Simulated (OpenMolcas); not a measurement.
# GaGeH5 (SMILES [GaH2][GeH3]): levels of theory compared

We compute a comparison of 6 runs (BHLYP/def2-SVPD, M06-L/def2-SVPD, PBE/def2-SVPD, PBE0/def2-SVPD, r2SCAN/def2-SVPD, CCSD(T)/def2-SVPD) of GaGeH5. 

The calculation is run with OpenMolcas 26.06.

1 further run of the same task is left out (set aside as unsound or not needed).

## 1. Starting point

GaGeH5: 7 atoms, total charge 0, spin state singlet. SMILES: `[GaH2][GeH3]`. Geometry: relaxed at PBE0-D4/def2-TZVP.

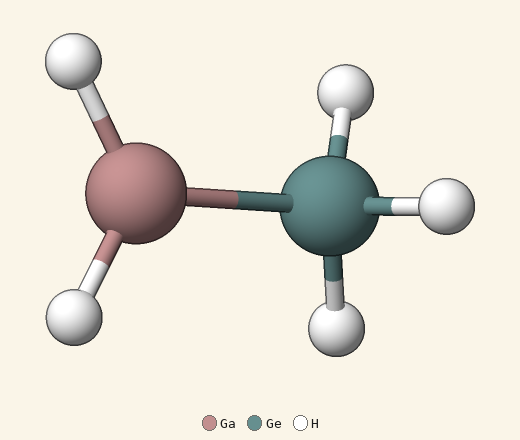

Viewed from a chosen angle; gallium pink, germanium teal, hydrogen white.

## 2. Energy and gradient at BHLYP/def2-SVPD (run 1)

The input, job.inp:

```
&GATEWAY
  BasLib
  $CurrDir
  Coord
  7
  angstrom
  Ga      -0.366500      -1.359600       0.111400
  Ge       0.277800       0.987900      -0.107400
  H        0.529900      -2.354300       0.935000
  H       -1.693000      -1.891700      -0.542800
  H       -0.307500       1.657300      -1.364600
  H       -0.246100       1.779800       1.109100
  H        1.805500       1.180600      -0.140600
  Basis
  def2-SVPD
  Group
  NoSym

&SEWARD
  GridInput
  Grid=UltraFine
  End of Grid

&SCF
  KSDFT
  HYB_GGA_XC_BHANDHLYP
  Thresholds
  1e-10 1e-07 1e-07 1e-05
  PrOrbitals
  1 2

&ALASKA
```

The basis set def2-SVPD is read from a file made from the Basis Set Exchange's data (not shown).

Run with:

```console
export MOLCAS_MEM=1860
pymolcas job.inp > job.log
```

The log of the run:

```text
--- Start Module: gateway ---
[...]
--- Stop Module: gateway /rc=_RC_ALL_IS_WELL_ ---
[...]
      Basis functions          116
[...]
--- Start Module: scf ---
[...]
       Convergence after  12 Iterations
[...]
::    Total KS-DFT energy                           -4004.2798897897
[...]
      Total spin, S                                     0.0000000000
[...]
      Total electronic charge=   68.000000
      Total            charge=   -0.000000
[...]
      Dipole Moment (debye):
      Origin of the operator (angstrom)=   -0.0314   -0.1373   -0.0018
                   X= -5.8934E-02               Y= -3.0801E-01               Z= -2.8581E-02           Total=  3.1490E-01
      Quadrupole Moment (debye*angstrom):
[...]
 *              Molecular gradients               *
 **************************************************
  Irreducible representation: a
 ------------------------------------------------------------------------------------------
                              X                       Y                       Z
 ------------------------------------------------------------------------------------------
  GA1               7.94671267202673E-04    3.09822103415058E-03   -1.74017004909377E-04
  GE2              -1.04400542642225E-03   -4.27142503723843E-03    1.18767427716548E-04
  H3                1.07015766508267E-03   -7.08543144119389E-04    8.32062787262444E-04
  H4               -1.30806766857106E-03   -2.04563427572690E-04   -7.55894500565013E-04
  H5               -8.55070968891702E-04    9.25542489287334E-04   -1.65811669776073E-03
  H6               -6.97844586868168E-04    9.10160808168747E-04    1.59191477133724E-03
  H7                2.04015971853089E-03    2.50607277368697E-04    4.52832169385298E-05
 ------------------------------------------------------------------------------------------
[...]
```

It took 46 s on 1 thread of Arm Neoverse V2, shared host; peak memory 0.71 GiB.

## 3. Energy and forces at M06-L/def2-SVPD (run 2)

The input, job.input:

```
* GaGeH5 Kohn-Sham DFT

&GATEWAY
  BasLib=$CurrDir
  Coord
  7
  angstrom
  Ga      -0.366500      -1.359600       0.111400
  Ge       0.277800       0.987900      -0.107400
  H        0.529900      -2.354300       0.935000
  H       -1.693000      -1.891700      -0.542800
  H       -0.307500       1.657300      -1.364600
  H       -0.246100       1.779800       1.109100
  H        1.805500       1.180600      -0.140600
  Basis=def2-SVPD
  Group=NoSym

&SEWARD
  GridInput
  Grid=UltraFine
  End of Grid

&SCF
  KSDFT=M06L
  Thresholds=1e-10 1e-07 1e-07 1e-05
  PrOrbitals=1 2

&ALASKA
```

The basis set def2-SVPD is read from a file made from the Basis Set Exchange's data (not shown).

Run with:

```console
export MOLCAS_MEM=1860
pymolcas job.input > job.log
```

The log of the run:

```text
--- Start Module: gateway ---
[...]
--- Stop Module: gateway /rc=_RC_ALL_IS_WELL_ ---
[...]
      Basis functions          116
[...]
--- Start Module: scf ---
[...]
       Convergence after  14 Iterations
[...]
::    Total KS-DFT energy                           -4004.2181766124
[...]
      Total spin, S                                     0.0000000000
[...]
      Total electronic charge=   68.000000
      Total            charge=   -0.000000
[...]
      Dipole Moment (debye):
      Origin of the operator (angstrom)=   -0.0314   -0.1373   -0.0018
                   X= -4.8343E-02               Y= -2.4890E-01               Z= -2.1375E-02           Total=  2.5445E-01
      Quadrupole Moment (debye*angstrom):
[...]
 *              Molecular gradients               *
 **************************************************
  Irreducible representation: a
 ------------------------------------------------------------------------------------------
                              X                       Y                       Z
 ------------------------------------------------------------------------------------------
  GA1               5.57872029798290E-05    3.63833183726570E-04    4.77546726678213E-05
  GE2              -5.07523424531087E-06    1.92462812364624E-04    1.65468076795072E-04
  H3               -2.17918875268008E-04    9.74808802786775E-04   -4.22190809062251E-04
  H4                7.36177028255014E-04    7.89486130824635E-04    1.87520268324803E-04
  H5                3.83189567202624E-04   -8.61345637670041E-04    9.80508153273441E-04
  H6                3.36470417943158E-04   -9.85281803697724E-04   -9.65438333118129E-04
  H7               -1.28863010686331E-03   -4.73963488456963E-04    6.37797108277161E-06
 ------------------------------------------------------------------------------------------
[...]
```

Run time: 62 s. Hardware: 1 thread of Arm Neoverse V2, shared host; peak memory 0.71 GiB.

Runs 3 to 5 aren't shown in full; the table further down has their settings and results.

## 4. A single-point energy at CCSD(T)/def2-SVPD (Cholesky decomposition) (run 6)

The input, coord.xyz:

```xyz
7

Ga    -0.366500    -1.359600     0.111400
Ge     0.277800     0.987900    -0.107400
H      0.529900    -2.354300     0.935000
H     -1.693000    -1.891700    -0.542800
H     -0.307500     1.657300    -1.364600
H     -0.246100     1.779800     1.109100
H      1.805500     1.180600    -0.140600
```

The input, run.input:

```
>>> EXPORT MOLCAS_PRINT=2
&gateway
baslib=$CurrDir
coord=coord.xyz
basis=def2-SVPD
group=NoSym
&seward
high
&scf
thresholds=1e-10 1e-07 1e-07 1e-05
prorbitals=1 2
&chcc
frozen=18
threshold=1e-08
maxiterations=80
&cht3
frozen=18
```

The basis set def2-SVPD is read from a file made from the Basis Set Exchange's data (not shown).

Run with:

```console
export MOLCAS_MEM=1860
pymolcas run.input > run.log
```

The log of the run:

```text
--- Start Module: gateway ---
[...]
--- Stop Module: gateway /rc=_RC_ALL_IS_WELL_ ---
[...]
      Basis functions          116
[...]
       Convergence after  12 Iterations
[...]
::    Total SCF energy                              -4000.9953790130
[...]
      Total spin, S                                     0.0000000000
[...]
      Total electronic charge=   68.000000
      Total            charge=   -0.000000
[...]
      Dipole Moment (debye):
      Origin of the operator (angstrom)=   -0.0314   -0.1373   -0.0018
                   X= -6.1301E-02               Y= -3.3704E-01               Z= -3.8173E-02           Total=  3.4469E-01
      Quadrupole Moment (debye*angstrom):
[...]
--- Start Module: chcc ---
[...]
--- Stop Module: chcc /rc=_RC_ALL_IS_WELL_ ---
[...]
--- Start Module: cht3 ---
[...]
--- Stop Module: cht3 /rc=_RC_ALL_IS_WELL_ ---
[...]
```

Wall time 8.3 min (1 thread of Arm Neoverse V2, shared host); peak memory 0.24 GiB.

## 5. The series

| run | level | integral approximation | task | energy (Eh) | dipole moment (D) of the reference | HOMO energy (eV) | LUMO energy (eV) | wall time |
| --- | --- | --- | --- | --- | --- | --- | --- | --- |
| 1 | BHLYP/def2-SVPD | none | gradient | -4004.279890 | 0.31 | -8.53 | -1.35 | 46 s |
| 2 | M06-L/def2-SVPD | none | gradient | -4004.218177 | 0.25 | -6.58 | -2.44 | 62 s |
| 3 | PBE/def2-SVPD | none | gradient | -4003.706523 | 0.24 | -6.55 | -2.91 | 45 s |
| 4 | PBE0/def2-SVPD | none | gradient | -4003.810197 | 0.28 | -7.60 | -2.11 | 47 s |
| 5 | r2SCAN/def2-SVPD | none | gradient | -4004.314869 | 0.26 | -6.81 | -2.64 | 61 s |
| 6 | CCSD(T)/def2-SVPD (Cholesky decomposition) | CD high | energy | -4001.493849 | 0.34 | -10.01 | 0.69 | 8.3 min |

## 6. Outcome

| quantity | value |
| --- | --- |
| run 6: total energy | -4001.49385 Eh |
| run 6: dipole moment (mean-field density) | 0.34 D |
| run 6: HOMO energy (Hartree–Fock orbitals) | -10.01 eV |
| run 6: LUMO energy (Hartree–Fock orbitals) | 0.69 eV |
| run 6: HOMO–LUMO gap (Hartree–Fock orbitals) | 10.71 eV |
| run 6: correlation energy (18 core orbitals frozen) | -498.5 mEh |
| run 6: (T) correction | -14.64 mEh |

What this shows: Over runs 1, 2, 3, 4, 5 the dipole moment (its size) runs from 0.24 D (PBE/def2-SVPD) to 0.31 D (BHLYP/def2-SVPD). Over runs 1, 2, 3, 4, 5 the HOMO–LUMO gap runs from 3.65 eV (PBE/def2-SVPD) to 7.18 eV (BHLYP/def2-SVPD). Totals of different functionals can't be ranked against each other. All runs together took 13 min, the longest 8.3 min.
